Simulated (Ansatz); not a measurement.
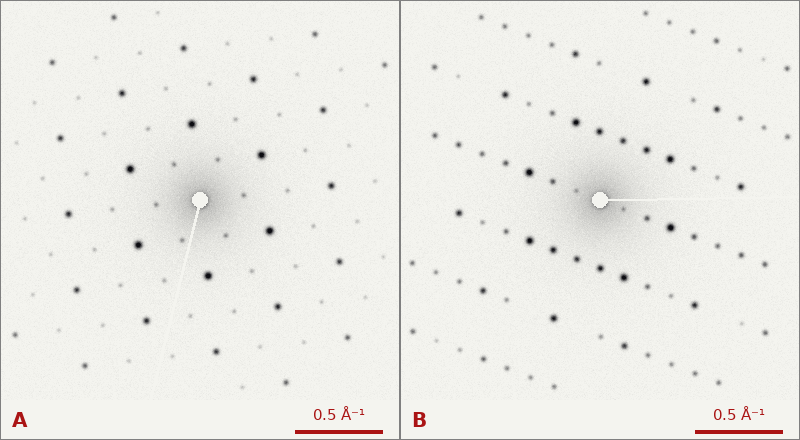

Kinematic electron diffraction patterns (120 kV, B = 0.5 Å², same scale, each along a low-index zone) of two structures of composition Pd2Au, each relaxed at zero pressure with Ansatz, DFT PBE, scalar-relativistic, plane waves, PAW.

The structures (standard cells):
1. P6/mmm (No. 191), a = 4.560 Å, c = 2.738 Å (hexagonal axes), 3 atoms; generated start, possibly hypothetical
2. P4/nmm (No. 129), a = 3.872 Å, c = 6.875 Å, 6 atoms; generated start, possibly hypothetical

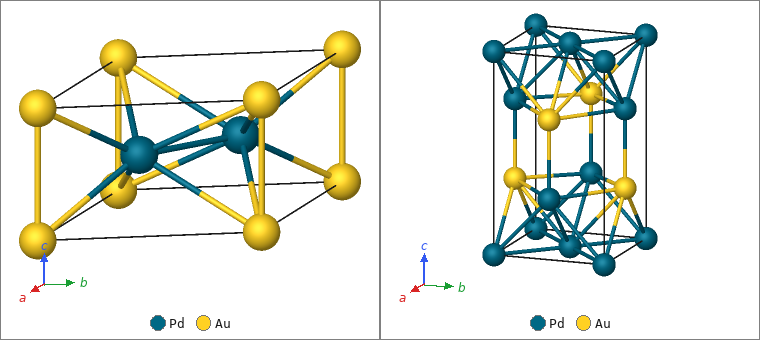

Drawings of the structures 1 to 2, from left to right (each may span several cells).

Which pattern belongs to which structure, and along which zone?

Answer. A is structure 1 along [001]: hexagonal net of 1 -1 0 (weak) at d = 3.95 Å and 1 0 0 (weak) at d = 3.95 Å, 60.0° apart (some points of this net are extinct or too weak to see). B is structure 2 along [110] or an equivalent direction: rectangular net of 0 0 1 (weak) at d = 6.88 Å and 1 -1 0 at d = 2.74 Å, 90.0° apart (some points of this net are extinct or too weak to see).

Rank the structures by their computed energy.

Answer. Structure 1 (P6/mmm, 16.43 Å³ an atom) is the lowest of these; structure 2 (P4/nmm, 17.18 Å³ an atom) lies about 80 meV an atom higher. These are static energies at 0 K; other structures, not shown, may lie lower still.
